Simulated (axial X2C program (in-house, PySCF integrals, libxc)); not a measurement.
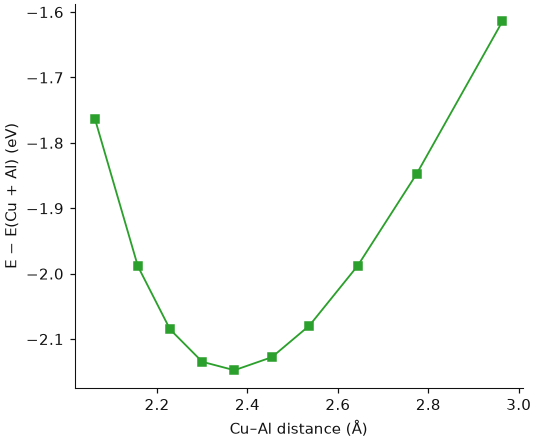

Fig. 1: Energy at 10 bond lengths, for one set of occupations held fixed; the line joins the points. A polynomial of degree 6 through 9 points gives rₑ = 2.365 Å, ωₑ = 285.7 cm⁻¹, ωₑxₑ = 1.1 cm⁻¹ and Bₑ = 0.1596 cm⁻¹. The minimum lies 2.15 eV below Cu + Al, each computed as one determinant at the same level.

Relativistic diatomic calculation for CuAl

System: CuAl, single determinant with M_S = 0 and |Λ| = 0.
Method: PBE0, spin-free X2C-1e, Cu dyall-cv3z, Al dyall-v3z (cores contracted) (axial X2C program (in-house, PySCF integrals, libxc)).

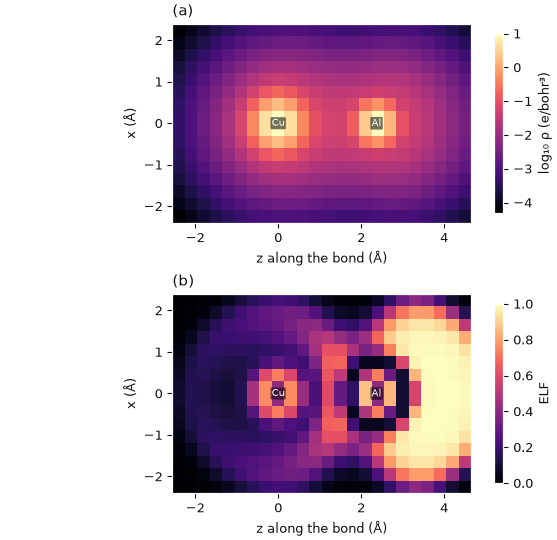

Fig. 2: (a) electron density on a logarithmic scale; (b) electron localisation function, in a plane that holds the axis, at 2.37 Å, on points 0.3 Å apart (one half computed, the other mirrored); the structure near the nuclei is finer than these points.

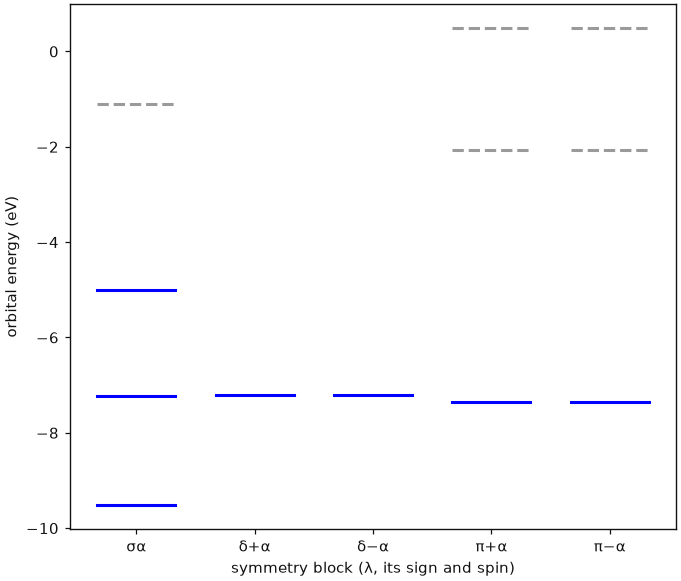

Fig. 3: Orbital energies near the frontier at 2.37 Å, filled (solid) and empty (dashed); a label such as π−α means λ = −1 and α spin, and the β levels equal the α ones. The highest filled orbital (σα; 50 % Al p, 35 % Cu s) lies at −5.00 eV, the lowest empty one (π+α; 76 % Al p, 20 % Cu p) at −2.06 eV.

These pictures come from the run below.

Input file:
```
{"zs": [29, 13], "q": 0, "bas": ["dyall-cv3z", "dyall-v3z"], "levels": ["PBE0", "HF", "LDA"], "cc": true, "r0": 2.38, "thr": -2.0, "nmax": 90, "npts": 10, "nst": 2, "ntry": 6}
```

The line is the task of a batch: nuclear charges, charge, bases, the levels to run, a first guess of the distance and further settings. This report covers PBE0 without spin-orbit coupling. The log is that of the reference distance 2.371 Å.

The run was one of a batch that the task file lists, launched with:
```bash
python <driver script> task.json out
```

The program's output:
```
spin-free X2C-1e  PBE0
basis functions 154  fitting functions 893  grid points 5082
iter        total energy     max residual
   1      -1897.331740731     2.40e-01
   2      -1897.346562684     1.77e-03
   3      -1897.346576635     6.19e-04
   4      -1897.346582066     3.19e-04
   5      -1897.346581580     3.71e-04
   6      -1897.346582664     4.08e-05
   7      -1897.346582673     5.01e-06
   8      -1897.346582674     2.33e-06
converged
one-electron -2811.59654754  Coulomb 916.42334505  exact exchange -21.11385540  xc functional -65.20115638  nuclear repulsion 84.14163160
```

The points of the curve:

| R (Å) | E (hartree) | dipole (D; origin at the first atom, positive when the second is positive) | highest filled (eV) | lowest empty (eV) |
| --- | --- | --- | --- | --- |
| 2.063 | −1897.332476 | −0.43 | −4.97 | −2.12 |
| 2.158 | −1897.340742 | −0.30 | −4.99 | −2.09 |
| 2.229 | −1897.344287 | −0.18 | −5.00 | −2.07 |
| 2.300 | −1897.346108 | −0.04 | −5.00 | −2.06 |
| 2.371 | −1897.346583 | 0.11 | −5.00 | −2.06 |
| 2.454 | −1897.345848 | 0.30 | −4.99 | −2.06 |
| 2.537 | −1897.344072 | 0.50 | −4.97 | −2.06 |
| 2.644 | −1897.340714 | 0.77 | −4.94 | −2.08 |
| 2.774 | −1897.335554 | 1.11 | −4.89 | −2.11 |
| 2.964 | −1897.326984 | 1.61 | −4.80 | −2.16 |

Results in brief:

| quantity | value |
| --- | --- |
| outcome | converged |
| bond length rₑ | 2.365 Å |
| ωₑ | 285.7 cm⁻¹ |
| energy at the minimum | −1897.34659 hartree |
| depth below the fragments | 2.15 eV |
| hardware | 1 thread of Arm Neoverse V1, 24 GiB of memory available, shared host |
| wall time | 2.1 s |
